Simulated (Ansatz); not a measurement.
# Calculations on C3H4ClF

## 1. Relaxation

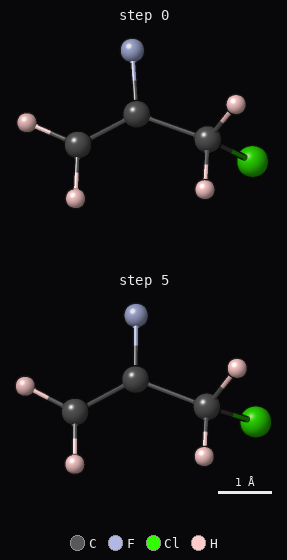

The structure of C$_{3}$H$_{4}$ClF before (top) and after (bottom) a relaxation, at one scale.

The picture is a ball-and-stick view, seen at a tilt.

The run prepares an end point of a later path (hydrogen shift) calculation, from a guessed geometry.

Theory: Ansatz 0.2.0, UKS PBE/def2-SVP.

Input
```yaml
crystal:
  periodic: [false, false, false]
  atoms:
    - { symbol: C, position_ang: [-0.4148, 0.7117, 1.1244] }
    - { symbol: C, position_ang: [0.3977, 0.2138, 0.2441] }
    - { symbol: F, position_ang: [1.6694, 0.5728, 0.3516] }
    - { symbol: C, position_ang: [0.1093, -0.7642, -0.816] }
    - { symbol: Cl, position_ang: [0.1677, -0.0413, -2.4391] }
    - { symbol: H, position_ang: [-0.1134, 1.4779, 1.8577] }
    - { symbol: H, position_ang: [-1.4943, 0.5228, 1.0959] }
    - { symbol: H, position_ang: [-0.9506, -1.1244, -0.7023] }
    - { symbol: H, position_ang: [0.7173, -1.6153, -0.7334] }
magnetization:
  spin_polarized: true
basis:
  gaussian: { orbitals: def2-SVP }
hamiltonian:
  xc: pbe
relax:
  f_tol: 0.02
  max_steps: 50
output:
  orbitals: {}
```

Launched with:
```bash
ansatz run input.yaml --threads 2 --pin off --max-ram 3072MiB --backend cpu --events-out ev --progress --plain --runs-dir out
```

> What changed between the two?

The largest move after the best rigid fit is that of Cl5, 0.11 Å. Largest moves by element: Cl 0.11 Å, F 0.10 Å, C 0.07 Å, H 0.06 Å. Among the contacts that change: C4–H9 1.049 → 1.108 Å, C1–C2 1.297 → 1.342 Å, C4–Cl5 1.778 → 1.814 Å, C2–F3 1.326 → 1.348 Å. Bond angles that change, for instance: Cl5–C4–H9 112.5° → 106.3°, H6–C1–H7 114.0° → 119.2°, C1–C2–F3 116.2° → 120.6°. After 5 geometry steps the energy has fallen by 6.26 kcal/mol. The largest force component goes from 2.8 to 0.014 eV/Å.

## 2. Relaxation

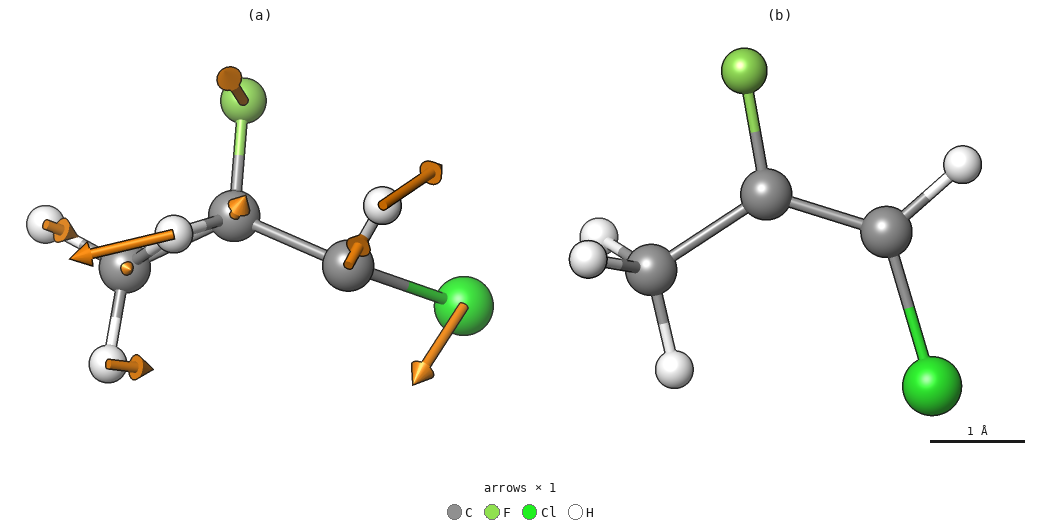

The structure of C3H4ClF before (left) and after (right) a relaxation, at one scale. The orange arrows give the displacements, at their true length.

Style: ball-and-stick. Shown at a tilt.

The run prepares an end point of a later path (hydrogen shift) calculation, from a guessed geometry.

Method: UKS PBE/def2-SVP (Ansatz).

Input
```yaml
crystal:
  periodic: [false, false, false]
  atoms:
    - { symbol: C, position_ang: [-0.4148, 0.7117, 1.1244] }
    - { symbol: C, position_ang: [0.3977, 0.2138, 0.2441] }
    - { symbol: F, position_ang: [1.6694, 0.5728, 0.3516] }
    - { symbol: C, position_ang: [0.1093, -0.7642, -0.816] }
    - { symbol: Cl, position_ang: [0.1677, -0.0413, -2.4391] }
    - { symbol: H, position_ang: [-0.1134, 1.4779, 1.8577] }
    - { symbol: H, position_ang: [-1.4943, 0.5228, 1.0959] }
    - { symbol: H, position_ang: [-0.06016, -0.31454, 1.02865] }
    - { symbol: H, position_ang: [0.7173, -1.6153, -0.7334] }
magnetization:
  spin_polarized: true
basis:
  gaussian: { orbitals: def2-SVP }
hamiltonian:
  xc: pbe
relax:
  f_tol: 0.02
  max_steps: 50
output:
  orbitals: {}
```

Run as
```bash
ansatz run input.yaml --threads 2 --pin off --max-ram 3072MiB --backend cpu --events-out ev --progress --plain --runs-dir out
```

> Describe what moved and what it gained.

After 14 geometry steps the energy has fallen by 617.1 kJ/mol. The largest force component goes from 12 to 0.0037 eV/Å. The atom that moves furthest after the best rigid fit is H9 (1.24 Å). Largest moves by element: H 1.24 Å, Cl 1.20 Å, F 0.94 Å, C 0.56 Å. Near-neighbour distances that change, for instance: C2–H8 1.051 → 2.143 Å, C1–C2 1.297 → 1.487 Å, C2–C4 1.471 → 1.349 Å, C4–H9 1.049 → 1.099 Å. Bonds break, among them: C2–H8 (1.05 → 2.14 Å). Bond angles that change, for instance: C2–C1–H8 51.3° → 110.3°, H6–C1–H8 128.6° → 107.1°, C2–C1–H6 123.1° → 110.3°. The run took 82 s on 2 threads of Arm Neoverse N1, with other jobs on the host, peak memory 0.22 GiB.

## 3. Path

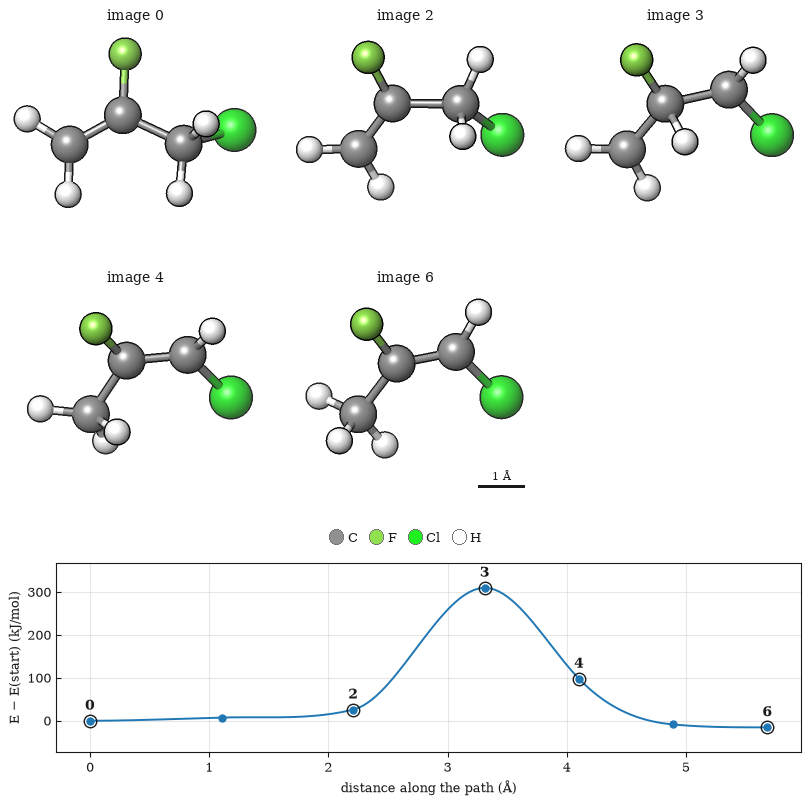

NEB run on C₃H₄ClF. Images are numbered from 0 (start) to 6 (end). A ball-and-stick model, seen at a tilt.

Level of theory: UKS PBE/def2-SVP (Ansatz 0.2.0). Set-up: 5 movable images; climbing image; force threshold 0.03 eV/Å; iteration limit 60; starting path through a guess of the saddle point.

> Read off the barrier and say what moves.

The energy climbs by 309.8 kJ/mol to image 3 and then falls by 325.1 kJ/mol, so the end point sits at −15.3 kJ/mol. A hydrogen atom shifts from one atom to another. Breaking: C–H (1.10 → 3.28 Å). Forming: C–H (2.68 → 1.11 Å). The band is converged. At the top, the vibrational analysis gives one imaginary mode (828i cm⁻¹), as a transition state must have.
